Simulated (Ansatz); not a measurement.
# CH₃Cl₃GeO: small, medium and large basis sets

How large a basis does CH₃Cl₃GeO need? Two functionals are run in growing sets.

Program: Ansatz 0.2.0, Gaussian basis. Level of theory: one geometry, several basis sets. These are calculated values, not measurements.

Levels to be run: PBE0-D4/def2-SVP; ωB97M-V/def2-SVP; PBE0-D4/def2-QZVPP; ωB97M-V/def2-QZVPP; the functionals' def2-TZVPP values are taken from earlier runs.

### Step 1. The geometry

The geometry comes from an earlier relaxation with PBE0-D4 in a triple-zeta def2 set; it is a stationary point, not always the lowest conformer.

SMILES `C[O][Ge]([Cl])([Cl])[Cl]`, 9 atoms, charge 0, spin multiplicity 1.

Atoms are counted from 1 here; the program's logs count them from 0.

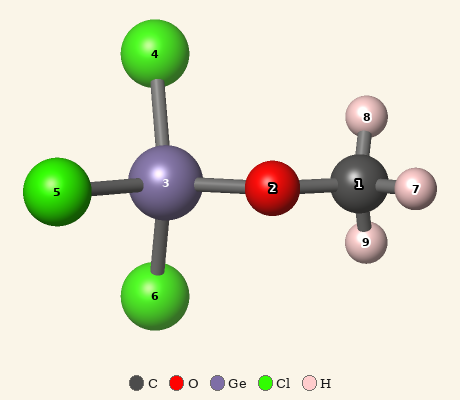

The structure; carbon dark grey, oxygen red, germanium purple, chlorine green, hydrogen pink; atoms are numbered from 1 in the order of the file.

### Step 2. PBE0-D4 in def2-SVP

Contents of in.yaml:

```yaml
crystal:
  periodic: [false, false, false]
  atoms:
    - {symbol: C, position_ang: [0.291123, -1.121790, 0.886338]}
    - {symbol: O, position_ang: [0.875588, -0.247282, -0.067337]}
    - {symbol: Ge, position_ang: [-0.097501, 0.980285, -0.831083]}
    - {symbol: Cl, position_ang: [-1.714817, 0.098957, -1.893841]}
    - {symbol: Cl, position_ang: [1.172929, 2.022599, -2.152077]}
    - {symbol: Cl, position_ang: [-0.907099, 2.303943, 0.623014]}
    - {symbol: H, position_ang: [1.081971, -1.790516, 1.227013]}
    - {symbol: H, position_ang: [-0.511324, -1.719911, 0.443775]}
    - {symbol: H, position_ang: [-0.102269, -0.572485, 1.747199]}
basis:
  gaussian: {orbitals: def2-SVP}
hamiltonian: {xc: pbe0, dispersion: d4}
output: {orbitals: {seedname: orbitals}}
```

Command:

```
> ansatz run in.yaml --threads 4 --pin off --events-out ev --progress --plain --max-ram 11315MiB
```

The log of the run:

```text
Functional definition: PBE0
  name "PBE0"
  cite "Adamo & Barone, J. Chem. Phys. 110, 6158 (1999) doi:10.1063/1.478522"
  cite "Perdew, Burke & Ernzerhof, Phys. Rev. Lett. 77, 3865 (1996) doi:10.1103/PhysRevLett.77.3865"
  parent pbe
  parameter a = 0.25
  parameter kappa = 0.804
  parameter beta = 0.06672455060314922
  exchange = (1 - a)*pbe_x(kappa = kappa, mu = beta*pi^2/3) + a*exact_x
  correlation = pbe_c(beta = beta)
1222 factors; integrals over basis functions are off by at most 1.2e-3 eV
mean field evaluation 1: about -97174.3759 eV, gradient 4.7e1 eV
mean field evaluation 2: about -97165.7210 eV, gradient 8.3e1 eV
mean field evaluation 4: about -97178.7822 eV, gradient 3.8e0 eV
mean field evaluation 8: about -97178.9498 eV, gradient 3.5e-1 eV
mean field evaluation 16: about -97178.9499 eV, gradient 3.2e-5 eV
mean field -97178.94994674 eV, -3571.2605402845 hartree, gradient 3.1e-5 eV, S^2 0.000000; 0 other end points of the search recorded, 0 dependent functions left out
reference -97178.94997162 eV, -3571.2605411989 hartree; 50, 50 occupied and 79, 79 virtual orbitals, 1222 factors
Total energy: -97179.22318035 eV, -3571.2705814345 hartree
```

Wall time 2.1 s (4 threads of Arm Neoverse V2, shared host); peak memory 0.34 GiB.

### Step 3. ωB97M-V in def2-SVP

Edit in.yaml of step 2 so:

```diff
@@ -14,3 +14,3 @@
   gaussian: {orbitals: def2-SVP}
-hamiltonian: {xc: pbe0, dispersion: d4}
+hamiltonian: {xc: {name: wB97M-V}}
 output: {orbitals: {seedname: orbitals}}
```

Same command.

The log of the run, shortened:

```text
Functional definition: wB97M-V
  name "wB97M-V"
  cite "Mardirossian & Head-Gordon, J. Chem. Phys. 144, 214110 (2016) doi:10.1063/1.4952647"
  cite "Becke, J. Chem. Phys. 107, 8554 (1997) doi:10.1063/1.475007"
  cite "Vydrov & Van Voorhis, J. Chem. Phys. 133, 244103 (2010) doi:10.1063/1.3521275"
  # Of w^i u^j: cxij and so on, Table III.
[...]
  gx(w, u) = 1 - cx + cx01*u + cx10*w
  gss(w, u) = css00 + css04*u^4 + css10*w + css20*w^2 + css43*w^4*u^3
  gos(w, u) = cos00 + cos10*w + (cos20 + cos21*u)*w^2 + (cos60 + cos61*u)*w^6
[...]
      + integral(e_c_pw_mod_opposite_spin*gos(b97_w_opposite, b97_u_opposite)) + vv10(b, c)
1222 factors; integrals over basis functions are off by at most 1.2e-3 eV
284 factors; integrals over basis functions are off by at most 5.3e-6 eV
[...]
mean field -97195.99108272 eV, -3571.8867904808 hartree, gradient 1.6e-5 eV, S^2 0.000000; 0 other end points of the search recorded, 0 dependent functions left out
reference -97195.99111969 eV, -3571.8867918395 hartree; 50, 50 occupied and 79, 79 virtual orbitals, 1222 factors
Total energy: -97195.99111969 eV, -3571.8867918395 hartree
```

Run time: 7.5 s. Hardware: 4 threads of Arm Neoverse V2, shared host; peak memory 0.5 GiB.

### Step 4. PBE0-D4 in def2-QZVPP

Edit in.yaml of step 3 so:

```diff
@@ -13,4 +13,4 @@
 basis:
-  gaussian: {orbitals: def2-SVP}
-hamiltonian: {xc: {name: wB97M-V}}
+  gaussian: {orbitals: "def2-QZVPP.json"}
+hamiltonian: {xc: pbe0, dispersion: d4}
 output: {orbitals: {seedname: orbitals}}
```

Launched as before.

The log of the run:

```text
Functional definition: PBE0
  name "PBE0"
  cite "Adamo & Barone, J. Chem. Phys. 110, 6158 (1999) doi:10.1063/1.478522"
  cite "Perdew, Burke & Ernzerhof, Phys. Rev. Lett. 77, 3865 (1996) doi:10.1103/PhysRevLett.77.3865"
  parent pbe
  parameter a = 0.25
  parameter kappa = 0.804
  parameter beta = 0.06672455060314922
  exchange = (1 - a)*pbe_x(kappa = kappa, mu = beta*pi^2/3) + a*exact_x
  correlation = pbe_c(beta = beta)
2189 factors; their error is unknown
mean field evaluation 1: about -97199.2124 eV, gradient 5.7e1 eV
mean field evaluation 2: about -97186.2516 eV, gradient 1.0e2 eV
mean field evaluation 4: about -97205.0893 eV, gradient 5.1e0 eV
mean field evaluation 8: about -97205.1281 eV, gradient 2.2e-1 eV
mean field evaluation 16: about -97205.3087 eV, gradient 1.1e-4 eV
mean field -97205.30866669 eV, -3572.2292053760 hartree, gradient 1.7e-5 eV, S^2 0.000000; 0 other end points of the search recorded, 0 dependent functions left out
reference -97205.30870489 eV, -3572.2292067799 hartree; 50, 50 occupied and 453, 453 virtual orbitals, 2189 factors
Total energy: -97205.58191362 eV, -3572.2392470155 hartree
```

Run time: 20 s. Hardware: 4 threads of Arm Neoverse V2, shared host; peak memory 3 GiB.

### Step 5. ωB97M-V in def2-QZVPP

Edit in.yaml of step 4 so:

```diff
@@ -14,3 +14,3 @@
   gaussian: {orbitals: "def2-QZVPP.json"}
-hamiltonian: {xc: pbe0, dispersion: d4}
+hamiltonian: {xc: {name: wB97M-V}}
 output: {orbitals: {seedname: orbitals}}
```

Launched as before.

The log of the run, shortened:

```text
Functional definition: wB97M-V
  name "wB97M-V"
  cite "Mardirossian & Head-Gordon, J. Chem. Phys. 144, 214110 (2016) doi:10.1063/1.4952647"
  cite "Becke, J. Chem. Phys. 107, 8554 (1997) doi:10.1063/1.475007"
  cite "Vydrov & Van Voorhis, J. Chem. Phys. 133, 244103 (2010) doi:10.1063/1.3521275"
  # Of w^i u^j: cxij and so on, Table III.
[...]
  gx(w, u) = 1 - cx + cx01*u + cx10*w
  gss(w, u) = css00 + css04*u^4 + css10*w + css20*w^2 + css43*w^4*u^3
  gos(w, u) = cos00 + cos10*w + (cos20 + cos21*u)*w^2 + (cos60 + cos61*u)*w^6
[...]
      + integral(e_c_pw_mod_opposite_spin*gos(b97_w_opposite, b97_u_opposite)) + vv10(b, c)
2129 factors; their error is unknown
357 factors; integrals over basis functions are off by at most 3.0e-5 eV
[...]
mean field -97222.17082199 eV, -3572.8488781538 hartree, gradient 2.7e-5 eV, S^2 0.000000; 0 other end points of the search recorded, 0 dependent functions left out
reference -97222.17088009 eV, -3572.8488802892 hartree; 50, 50 occupied and 453, 453 virtual orbitals, 2129 factors
Total energy: -97222.17088009 eV, -3572.8488802892 hartree
```

Wall time 39 s (4 threads of Arm Neoverse V2, shared host); peak memory 3.3 GiB.

### Step 6. Density functionals: the series

The def2-TZVPP values come from earlier runs at the same geometry.

| functional | basis | functions | energy (eV) | from the largest (eV) | HOMO (eV) | LUMO (eV) |
| --- | --- | --- | --- | --- | --- | --- |
| PBE0-D4 | def2-SVP | 129 | -97179.2232 | 26.359 | -8.83 | -1.37 |
| PBE0-D4 | def2-TZVPP | 278 | -97203.0887 | 2.493 | -8.92 | -1.60 |
| PBE0-D4 | def2-QZVPP | 503 | -97205.5819 | 0.000 | -8.95 | -1.69 |
| ωB97M-V | def2-SVP | 129 | -97195.9911 | 26.180 | -11.18 | 0.85 |
| ωB97M-V | def2-TZVPP | 278 | -97219.7727 | 2.398 | -11.31 | 0.49 |
| ωB97M-V | def2-QZVPP | 503 | -97222.1709 | 0.000 | -11.35 | 0.33 |

### Step 7. Summary of results

| quantity | value |
| --- | --- |
| PBE0-D4: double and triple zeta above quadruple | 26.36, 2.49 eV |
| ωB97M-V: double and triple zeta above quadruple | 26.18, 2.40 eV |

What this shows: For PBE0-D4 the step from double to triple zeta gains 23.87 eV and the next only 2.49 eV. These are total energies; as a rule much of such shifts cancels in differences, which this series doesn't test. The LUMO of ωB97M-V is positive and keeps falling with the basis (0.85 to 0.33 eV): an unbound level that the basis holds in place.

For PBE0-D4 the largest set took about 9 times as long as the smallest (20 s against 2.1 s).
